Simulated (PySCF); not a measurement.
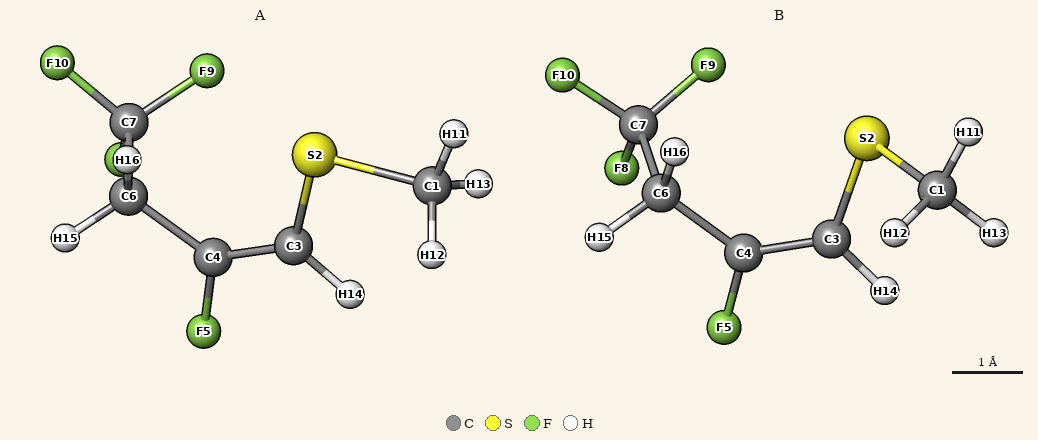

Two geometries of C₅H₆F₄S, drawn at one scale. One is the start of a relaxation, the other its converged end. Style: ball-and-stick. Shown at a tilt.

The calculation used PBE0-D3(BJ)/def2-SVP geometry optimisation, gas phase (PySCF 2.14.0, density-fitted response routines). 

> Which of the two is the end point?

Structure B is the relaxed one. The start comes from GFN2-xTB. The largest move after the best rigid fit is that of H12, 0.94 Å. Largest moves by element: H 0.94 Å, S 0.84 Å, C 0.48 Å, F 0.35 Å. Near-neighbour distances that change, for instance: C4–F5 1.355 → 1.336 Å, C1–H11 1.085 → 1.099 Å, C1–H12 1.086 → 1.099 Å, C6–C7 1.525 → 1.513 Å. Bond angles that change, for instance: C4–C6–C7 111.4° → 113.9°, S2–C3–H14 116.0° → 118.5°. Groups turn about S2–C3 by about 45°. After 9 geometry steps the energy has fallen by 3.11 kcal/mol. Largest force component: 0.84 eV/Å at the start, 0.017 eV/Å at the end. The run took roughly 4 core-minutes on a shared host.
